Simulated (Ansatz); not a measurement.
The starting structures come from a database of crystals and need not be the phases stable at ambient conditions.

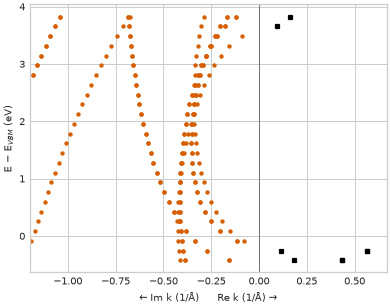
*Complex bands at the centre of the two-dimensional zone; r2SCAN (Ansatz, an electronic-structure program)*

No gap correction and no spin-orbit coupling; mid-gap values are interpolated between computed energies.

Q: This is SiS₂ (I-42d, not sure to be the ambient phase, 6 atoms a cell, 22.3 Å³ an atom) along the normal of (001). Read off the slowest decay at the centre of the two-dimensional zone at 1.78 eV, the computed energy nearest the middle of the gap.

A: κ ≈ 0.33 1/Å, a decay length 1/(2κ) of the density of 1.5 Å.
